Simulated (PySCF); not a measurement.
Consider C4H11O2Si (SMILES CCC[C](O)O[SiH3]) (doublet).

Input file:

```
{"job": {"kind": "epr", "basis": "pcH-1"}, "charge": 0, "multiplicity": 2}
C     -2.771177    -0.101456    -0.031278
C     -1.261451    -0.112052    -0.226467
C     -0.520605    -0.423144     1.090834
C      0.964805    -0.404524     0.924610
O      1.570159    -1.407269     0.179313
O      1.554661     0.786900     0.792725
Si     2.854943     1.203659    -0.108185
H     -3.273797     0.117309    -0.970722
H     -3.119656    -1.067541     0.328645
H     -3.055126     0.656866     0.694681
H     -0.927303     0.861706    -0.588168
H     -0.990221    -0.859079    -0.976318
H     -0.785356     0.330044     1.834021
H     -0.839173    -1.401096     1.463345
H      1.047942    -2.212926     0.244571
H      4.038622     0.442437     0.289826
H      2.600543     0.987230    -1.534693
H      2.903432     2.609251     0.268304
```

Launched as:

```sh
OMP_NUM_THREADS=1 python probes_run.py task.json out
```

Geometry: GFN2-xTB.

Computed with PySCF 2.14.0, density-fitted response routines, UKS B3LYP, pcH-1 on C H O Si, non-relativistic, mean-field spin-orbit, GIAO.

What will maps of the electron density, electron localisation function and spin density show?

C–O (1.34 Å): ρ at the midpoint is about 1.9 e/Å³; the ELF peaks at about 0.85 between the atoms; a shared but strongly polarised pair.
Si–O (1.64 Å): the density is about 1.4 e/Å³ at the midpoint; the ELF peaks at about 0.85 between the atoms, as expected for a shared but strongly polarised pair.
O–H (0.96 Å): ρ is about 3 e/Å³ halfway; the ELF climbs to about 1 towards the hydrogen, as it does in any bond to H (a covalent bond by its length).
C–O (1.39 Å): the density is about 1.7 e/Å³ at the midpoint; the ELF peaks at about 0.85 between the atoms (a shared but strongly polarised pair).
The unpaired spin (1 electron) lies mostly on C4 (about 0.6), O5 (about 0.1) and O6 (about 0.1), in electrons by Hirshfeld's partition.

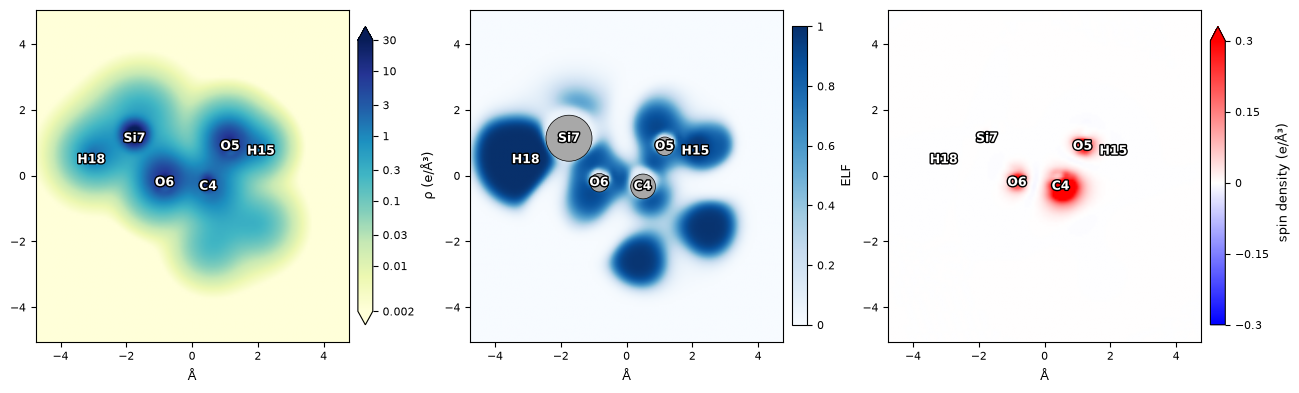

Computed electron density, electron localisation function and spin density on the plane of atoms C4, O6 and Si7, in this order. Grey discs cover the atomic cores in the ELF map. 
